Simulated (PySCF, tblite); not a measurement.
**C₄H₆NO radical: geometry, infrared bands and EPR parameters**

What infrared bands and EPR parameters should C₄H₆NO radical (`C[C]1C=NOC1`) show?

Programs: tblite 0.8.0 and PySCF 2.14.0, with density-fitted response routines of our own. Each step states its level of theory. These are calculated values for one molecule in the gas phase, unless marked as measured. Atoms are numbered from 0 throughout.

### 1 The starting structure

12 atoms, charge 0, multiplicity 2; geometry from: force field or distance geometry start.

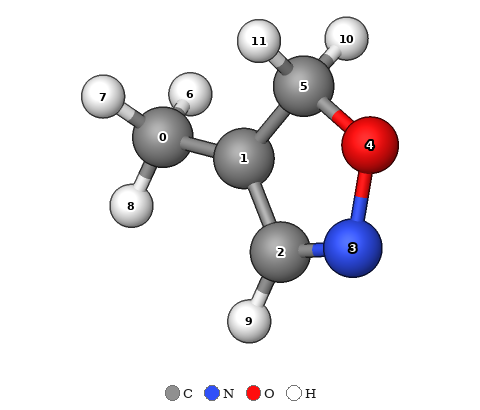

As it starts; carbon grey, nitrogen blue, oxygen red, hydrogen white, atoms numbered; sticks join atoms by distance.

### 2 Relaxing the molecule with GFN2-xTB

Job settings and geometry (Å):

```
{"job": {"kind": "relax", "xc": "GFN2-xTB", "basis": "xTB"}, "charge": 0, "multiplicity": 2}
C      1.399200     0.470600     0.538500
C      0.057700     0.124100     0.018500
C     -1.007900     1.002800    -0.318600
N     -2.077400     0.412900    -0.756000
O     -1.806500    -0.998500    -0.717700
C     -0.470800    -1.223200    -0.244600
H      2.171100     0.118600    -0.143000
H      1.561600     0.027700     1.526900
H      1.506400     1.554100     0.641900
H     -0.909800     2.093000    -0.215700
H      0.099900    -1.743900    -1.019200
H     -0.522300    -1.838800     0.663200
```

Run with:

```sh
OMP_NUM_THREADS=1 python probes_run.py task.json out
```

One launch serves the whole session: the jobs run in the order shown.

**Question.** This job is followed by: GFN2-xTB harmonic vibrations, gas phase; UKS B3LYP, pcH-1 on C H N O, non-relativistic, mean-field spin-orbit, GIAO. What will the session give for the following? strongest single infrared mode (GFN2-xTB); zero-point energy (GFN2-xTB); g(iso) (B3LYP); ⟨S²⟩; largest a(iso) (averaged by class); surface potential, least and greatest.

As calculated:

```
                                 quantity                      value
strongest single infrared mode (GFN2-xTB)        984 cm⁻¹, 78 km/mol
             zero-point energy (GFN2-xTB)              58.3 kcal/mol
                           g(iso) (B3LYP)                    2.00401
                                     ⟨S²⟩         0.774 (exact 0.75)
       largest a(iso) (averaged by class)  1H on H10, H11, 123.4 MHz
    surface potential, least and greatest         -1.89 V and 1.18 V
```

In words: The optimisation took 24 steps and gained 0.164 eV; among the close pairs (by a distance rule), N3–O4 changed most, from 1.438 to 1.364 Å. All 30 modes are real, so the xTB geometry is a minimum. The strongest single mode, at 984 cm⁻¹, moves mainly O4 and N3. GFN2-xTB is a fitted tight-binding method: band positions and strengths are rough. Its intensities can rank the bands wrongly. The largest spin populations lie on C1 (0.55 e), N3 (0.49 e). The isotropic g lies 1.7 ppt above the free-electron value.
